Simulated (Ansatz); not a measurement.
Consider Sr3SbN in the anti-perovskite structure (space group Pm-3m, No. 221; a = 5.1863 Å; a cell from a computed database, its experimental status unchecked).

Perturbation: a hydrostatic pressure of 2.1 GPa.

Calculations: r2SCAN, PAW, 500 eV (Ansatz, an electronic-structure program; without spin-orbit coupling), earlier PAW set.

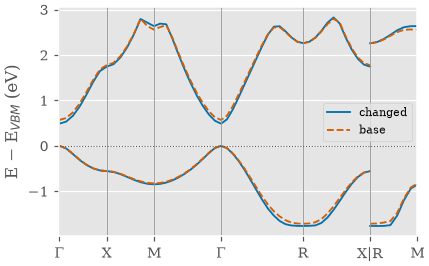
Figure. Highest valence and lowest conduction band along the path, each from its own valence-band maximum

The gap is 0.49 eV, direct at Γ; the base has 0.57 eV.

Spin-orbit coupling, missing from the scalar runs, can matter with Sb. Load acts through the strain it causes; cell and atoms are relaxed under it. Stability against distortions was not tested.
